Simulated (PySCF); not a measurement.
Molecule: SMILES N[SiH2]C(=O)O (CH₅NO₂Si), singlet. Atoms near the plane z = 1.5 Å, at the PBE/def2-SVP optimised geometry (x, y, z in Å): N1 (1.4, -1.2, 0.0), Si2 (-0.3, -1.2, 0.0), C3 (-0.7, 0.7, 0.0), O4 (0.2, 1.5, 0.3), O5 (-1.9, 1.0, -0.3), H6 (1.8, -0.3, 0.4), H7 (2.0, -2.0, 0.2), H9 (-1.0, -1.8, 1.2), H10 (-2.0, 2.0, -0.2).

Level of theory: PBE/def2-TZVP in PySCF 2.14.0. The values are rescaled to run from 0 to 1.

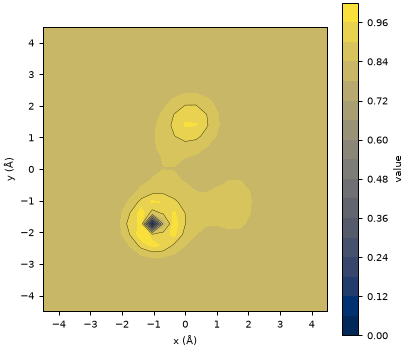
Figure. a field on the plane z = 1.5 Å.

Problem. Which quantity is mapped?
A. electrostatic potential
B. electron localisation function
C. log10 of the electron density
D. Laplacian of the electron density

Solution. D, Laplacian of the electron density. In full: Laplacian of the electron density (e/bohr⁵).
